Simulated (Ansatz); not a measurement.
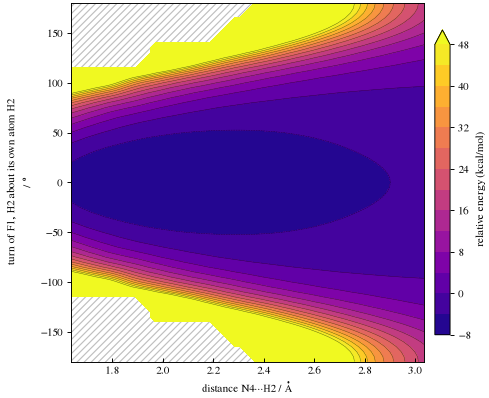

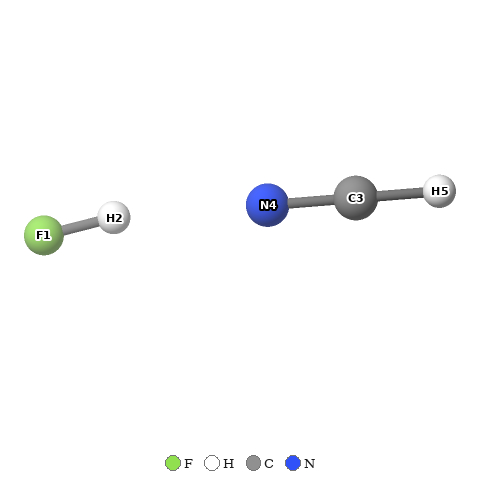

Energy landscape of the pair FH···CHN. The turn is about an axis along (−0.75, 0.66, −0.05) in the frame of the relaxed pair, normal to the line between the partners. The first coordinate is: distance N4···H2; the second: turn of F1, H2 about its own atom H2. The scan uses a 15 × 15 grid; 156 points were computed and 34 follow by symmetry. At 35 points there is no value (left out of the scan, as a rule where atoms come close). Points are written as (first, second). Energies are in kcal/mol, from the two partners far apart, frozen as in the relaxed pair, each in its own basis (no counterpoise correction). These are results of Ansatz 0.2.0, RHF/def2-SVPD, not measurements.

The picture shows filled contours, one colour for all values above the top of the scale, hatched blanks where no value was computed. Between grid points the surface is interpolated. The second picture is the structure at the lowest point.

Question: What does the map say about the system?

Answer: The lowest grid point is at (1.967 Å, −12°), −7 kcal/mol from the two partners far apart, frozen as in the relaxed pair, each in its own basis (no counterpoise correction). No other kind of well shows on this grid. The highest grid point, (2.276 Å, −156°), lies 180 kcal/mol above the lowest. At the highest point the unbonded atoms F1···N4 come to 1.49 Å, against 2.86 Å at the lowest; the sum of their van der Waals radii is about 3.1 Å.

The input of one point:

```yaml
crystal:
  periodic: [false, false, false]
  atoms:
    - { symbol: F, position_ang: [-0.030441, -0.246593, -2.555146] }
    - { symbol: H, position_ang: [0.061288, -0.067953, -1.668723] }
    - { symbol: C, position_ang: [-0.052185, 0.057928, 1.422183] }
    - { symbol: "N", position_ang: [-0.010742, 0.012119, 0.295326] }
    - { symbol: H, position_ang: [-0.0914, 0.101295, 2.488766] }
basis:
  gaussian: { orbitals: def2-SVPD }
hamiltonian:
  xc: hf
output:
  forces: true
```

Each point was launched as `ansatz run input.yaml --threads 1 --pin off --max-ram 2560MiB --backend cpu --events-out ev --progress --plain --runs-dir out`. The whole map (156 points run) took 3.8 min on 1 thread of Arm Neoverse N1, with other jobs on the host.
